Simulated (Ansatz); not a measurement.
TaH₃O₂Cl₄: several calculations on one system

**1. Relaxation**

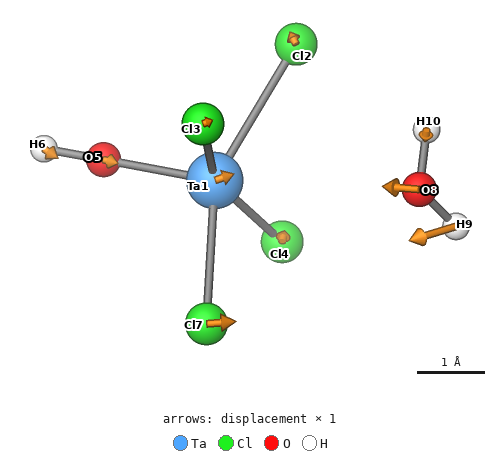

This is a relaxation of TaH3O2Cl4. The starting structure is drawn; orange arrows show the displacements, at their true length. The two geometries are superimposed by the best rigid fit.

A ball-and-stick model, seen at a tilt.

The run prepares an end point of a later path (reaction) calculation, from a guessed geometry.

All numbers below come from Ansatz, RHF/def2-SVP. (no spin polarisation; force threshold 0.03 eV/Å; at most 50 steps)

### What did the optimiser do to the structure, and how much energy did it gain?

Over 9 accepted moves (10 points after the start) the energy falls by 68.1 kJ/mol. The largest force component goes from 1.1 to 0.015 eV/Å. The line search rejected the trial step at point 8 of the run. The atom that moves furthest after the best rigid fit is H9 (0.90 Å). By element the largest moves are H 0.90 Å, O 0.64 Å, Cl 0.47 Å, Ta 0.32 Å. Among the contacts that change: Ta1–O8 3.202 → 2.287 Å, Ta1–H9 3.707 → 2.919 Å, Ta1–H10 3.318 → 2.917 Å, Ta1–Cl2 2.444 → 2.378 Å. New bonds form, among them: Ta1–O8 (3.20 → 2.29 Å). Bond angles that change, for instance: Cl3–Ta1–Cl4 158.5° → 169.4°, Cl2–Ta1–Cl7 152.1° → 158.5°, H9–O8–H10 105.9° → 111.2°. The run took 13 s on 4 threads of AMD EPYC 9R45 96-Core Processor (Zen 5), with other jobs on the host, peak memory 0.49 GiB.

Limits of the set-up: the start holds two separate molecules, 2.6 Å apart at their closest, whose relative position is a soft coordinate and is computed without a dispersion correction; Hartree-Fock leaves out electron correlation.

**2. Relaxation**

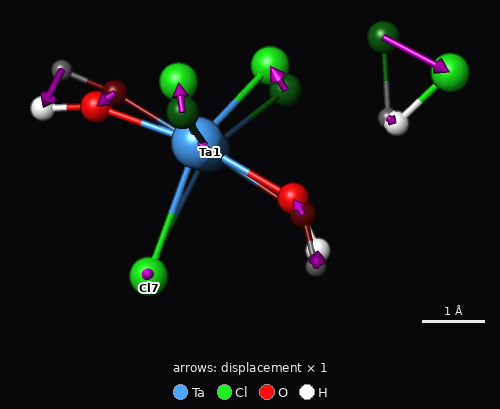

This is a relaxation of TaH3O2Cl4. The starting structure is drawn faded, the final one solid; purple arrows show the displacements, at their true length. The two geometries are superimposed by the best rigid fit.

Style: ball-and-stick. Shown at a tilt.

The run prepares an end point of a later path (reaction) calculation, from a guessed geometry.

These are results of RHF/def2-SVP in Ansatz 0.2.0, not measurements. Settings: no spin polarisation; force threshold 0.03 eV/Å; at most 50 steps.

**Which element moves most?**

Chlorine: up to 1.30 Å, against 0.82 Å for hydrogen.

**What did the optimiser do to the structure, and how much energy did it gain?**

A Cl atom moves most after the best rigid fit: 1.30 Å. Largest moves by element: Cl 1.30 Å, H 0.82 Å, O 0.39 Å, Ta 0.23 Å. Some distances before and after: O–Ta 1.973 → 1.901 Å, Cl–H 1.324 → 1.275 Å, Cl–Ta 2.324 → 2.368 Å, Cl–Ta 2.342 → 2.315 Å. Bond angles that change, for instance: Cl–Ta–Cl 131.9° → 115.4°, Cl–Ta–Cl 114.5° → 122.2°, O–Ta–O 176.0° → 169.8°. After 16 accepted moves (20 points after the start) the energy has fallen by 6.63 kcal/mol. The largest force component goes from 1.3 to 0.03 eV/Å. The line search rejected the trial steps at points 6, 9, 11, 15 of the run.

Limits of the set-up: the start holds two separate molecules, 2.2 Å apart at their closest, whose relative position is a soft coordinate and is computed without a dispersion correction; Hartree-Fock leaves out electron correlation.

**3. Path**

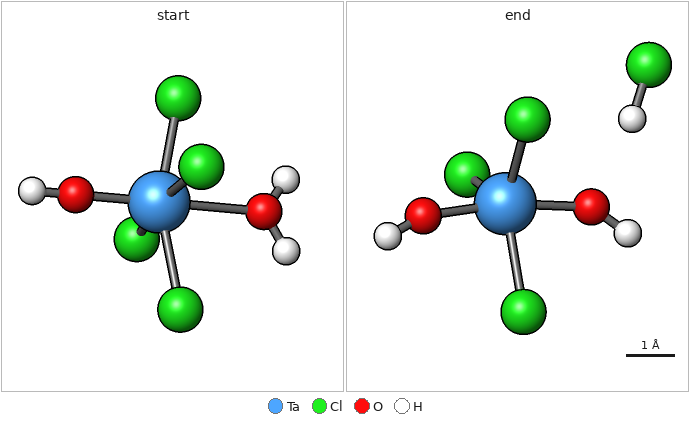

The two relaxed end points of a path for TaH3O2Cl4. A ball-and-stick model, seen at a tilt.

Method: RHF/def2-SVP in Ansatz.

Run with 5 movable images; climbing image; force threshold 0.05 eV/Å; iteration limit 60.

Start:
```xyz
10

Ta   -0.0284   -0.0293    0.3357
Cl    2.2251    0.7136    0.4859
Cl   -0.1900    0.0937    2.7005
Cl    0.3420   -0.5336   -1.9640
O    -0.8823    1.5424    0.0248
H    -1.3249    2.3579   -0.1443
Cl   -1.8628   -1.5405    0.3209
O     1.0510   -2.0105    0.7079
H     0.6312   -2.8585    0.6232
H     1.9973   -2.0942    0.7119
```

End:
```xyz
10

Ta   -0.4349   -0.0672    0.2708
Cl    3.9820   -1.3326    0.8889
Cl    0.3657    0.8717    2.2299
Cl    0.7881    0.4162   -1.6350
O    -1.6415    1.3238   -0.0262
H    -2.4576    1.7729   -0.1701
Cl   -2.3343   -1.4813    0.2317
O     0.5208   -1.6835    0.5644
H     0.4379   -2.6186    0.6657
H     2.7319   -1.5603    0.7821
```

> Predict the minimum-energy path and its barrier.

Forward barrier 1.49 eV, backward barrier 0.67 eV, with image 3 at the top; the reaction energy is +0.82 eV. Breaking: O8–H10 (0.95 → 1.32 at the top → 2.23 Å), Ta1–Cl2 (2.38 → 2.85 at the top → 4.64 Å). Forming: Cl2–H10 (2.83 → 1.46 at the top → 1.28 Å). The band converged in 38 iterations. The largest component of the band force went from 15 to 0.05 eV/Å. The climbing image converged on the top of the path. Its vibrational analysis gives one imaginary mode (1283i cm⁻¹), as a transition state must have.

Energies of the converged images:

| image | path (Å) | E (eV) |
| --- | --- | --- |
| 0 | 0.00 | 0.000 |
| 1 | 0.80 | 0.036 |
| 2 | 1.61 | 0.256 |
| 3 | 2.41 | 1.485 |
| 4 | 4.33 | 0.859 |
| 5 | 6.25 | 0.824 |
| 6 | 8.17 | 0.818 |

The geometry at the top of the path:

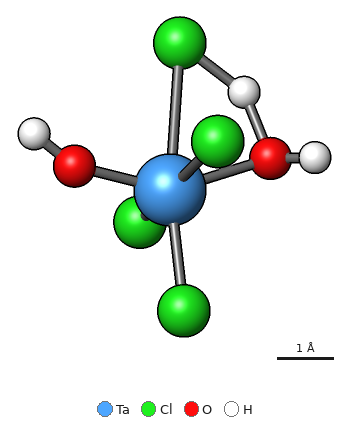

Limits of the set-up: Hartree-Fock leaves out electron correlation.
